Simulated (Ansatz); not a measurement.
The relaxed structure here is a generated cell of ZnNi: the first start was made by placing the elements on the sites of a structure type, and the end was not matched to a known phase here, so it may be hypothetical.

The end point of a relaxation of ZnNi. Space group R3m (No. 160). All values below come from PBE (plane waves to 420 eV, PAW, scalar-relativistic; Ansatz, an electronic-structure program).

```cif
data_Ni9Zn9
_chemical_formula_sum 'Ni9 Zn9'
_space_group_name_H-M_alt 'R3m :H'
_space_group_IT_number 160
_space_group_name_Hall 'R 3 -2"'
_cell_length_a 3.57525
_cell_length_b 3.57525
_cell_length_c 26.35189
_cell_angle_alpha 90.000
_cell_angle_beta 90.000
_cell_angle_gamma 120.000
loop_
_atom_site_label
_atom_site_type_symbol
_atom_site_symmetry_multiplicity
_atom_site_Wyckoff_symbol
_atom_site_fract_x
_atom_site_fract_y
_atom_site_fract_z
_atom_site_occupancy
Ni1 Ni 3 a 0.00000 0.00000 0.00377 1
Ni2 Ni 3 a 0.00000 0.00000 0.81884 1
Ni3 Ni 3 a 0.00000 0.00000 0.19644 1
Zn1 Zn 3 a 0.00000 0.00000 0.91414 1
Zn2 Zn 3 a 0.00000 0.00000 0.71367 1
Zn3 Zn 3 a 0.00000 0.00000 0.10314 1
```
(The calculation used a cell of 6 atoms; values per cell refer to that cell.)

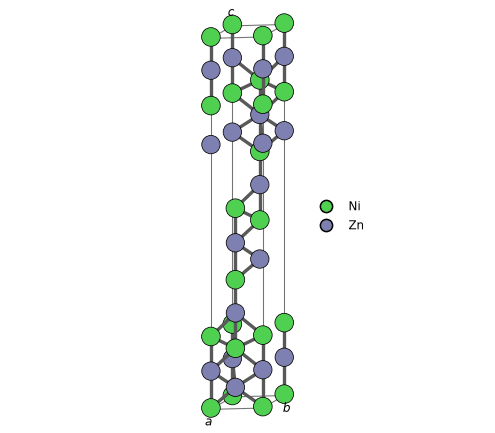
*The conventional cell of the relaxed structure*

For ZnNi, the volume per atom is 16.21 Å³. The band gap is no gap (metallic), the magnetic moment comes out as zero (the starting moments vanished) and the shortest distances is Ni–Zn 2.36 Å; Ni–Ni 2.37 Å; Zn–Zn 2.54 Å. The k-mesh is 14×14×14.

Band energies at high-symmetry points (eV from the Fermi level; labels of this space group; no spin-orbit coupling), from −5 eV up to 5.0 eV:

```tsv
point	energies
Γ	-2.41 -2.08 -2.08 -2.06 -1.95 -1.95 -1.00 -1.00 -0.80 -0.78 -0.78 -0.38 -0.38 -0.19 -0.19 1.39 2.11
T	-4.06 -2.99 -2.08 -2.08 -2.08 -1.96 -1.96 -0.99 -0.99 -0.76 -0.76 -0.56 -0.40 -0.40 -0.34 -0.18 -0.18
H2	-3.91 -3.75 -3.27 -2.36 -2.31 -2.01 -1.90 -1.78 -1.71 -1.39 -1.13 -1.01 -0.86 -0.75 -0.57 -0.30 -0.23 -0.08 0.11 0.49 1.04 1.67 1.81 2.44 3.86
H0	-3.91 -3.75 -3.27 -2.36 -2.31 -2.01 -1.90 -1.78 -1.71 -1.39 -1.13 -1.01 -0.86 -0.75 -0.57 -0.30 -0.23 -0.08 0.11 0.49 1.04 1.67 1.81 2.44 3.86
L	-4.75 -3.88 -3.59 -3.08 -2.37 -1.89 -1.76 -1.63 -1.43 -1.34 -1.28 -1.10 -0.89 -0.80 -0.67 -0.52 -0.22 -0.18 0.31 0.47 1.03 2.45 3.45 4.68
S0	-3.88 -3.76 -3.26 -2.37 -2.32 -2.01 -1.91 -1.78 -1.70 -1.39 -1.14 -0.97 -0.89 -0.76 -0.57 -0.30 -0.23 -0.10 0.19 0.40 1.15 1.39 2.17 2.25 3.97
S2	-3.88 -3.76 -3.26 -2.37 -2.32 -2.01 -1.91 -1.78 -1.70 -1.39 -1.14 -0.97 -0.89 -0.76 -0.57 -0.30 -0.23 -0.10 0.19 0.40 1.15 1.39 2.17 2.25 3.97
F	-4.69 -4.01 -3.75 -2.75 -2.53 -1.89 -1.89 -1.58 -1.40 -1.38 -1.04 -0.94 -0.92 -0.64 -0.52 -0.50 -0.29 -0.17 0.00 0.39 1.18 2.06 3.07 5.00
```

No spin polarisation in the result: the starting moments vanished. A magnetic state may lie lower.

The run could not lose the symmetry of its start, so the end can be a saddle point.
